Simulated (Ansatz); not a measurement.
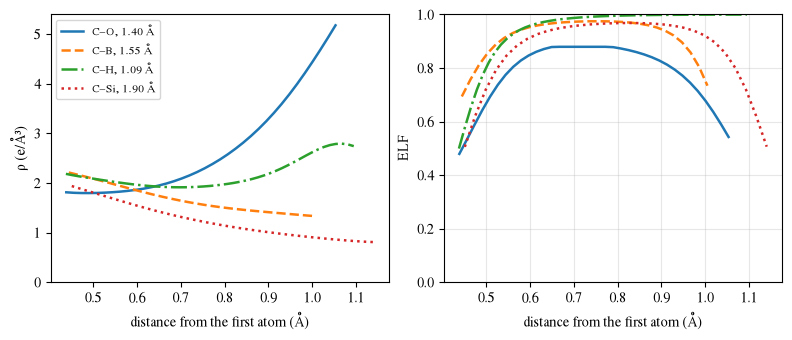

*C₂H₉BOSi. Total electron density and electron localisation function along straight lines between neighbouring atoms. The curves leave out the atomic cores.*

Geometry: PBE0-D4/def2-TZVP.

These are results of RKS PBE0-D4/def2-TZVPP in Ansatz 0.2.0, not measurements.

```xyz
14

B    -1.4719    2.1651    0.3541
C    -0.2947    1.1954    0.1002
O    -0.5851    0.1398   -0.7792
C     0.5040   -0.7349   -0.9953
Si    0.7730   -2.0006    0.3966
H    -1.2728    3.0982    1.0766
H    -2.5474    2.0031   -0.1381
H     0.0444    0.8262    1.0886
H     0.5693    1.7874   -0.2632
H     0.2839   -1.2893   -1.9134
H     1.4296   -0.1699   -1.1860
H     1.9198   -2.8743    0.0266
H     1.0833   -1.3456    1.6962
H    -0.4479   -2.8301    0.5650
```

> What kind of bonding do the profiles show?

C–O (1.40 Å): ρ at the midpoint is about 2.1 e/Å³, with its minimum of 1.8 e/Å³ about 0.5 Å from C; the ELF peaks at about 0.90 between the atoms, as expected for a polar covalent bond.
C–B (1.55 Å): ρ at the midpoint is about 1.5 e/Å³; the ELF peaks at about 1 between the atoms, as expected for a covalent bond.
C–H (1.09 Å): the density is about 2 e/Å³ at the midpoint; the ELF climbs to about 1 towards the hydrogen, as it does in any bond to H; a covalent bond by its length.
C–Si (1.90 Å): ρ at the midpoint is about 0.95 e/Å³; the ELF peaks at about 0.95 between the atoms: localised, covalent bonding.
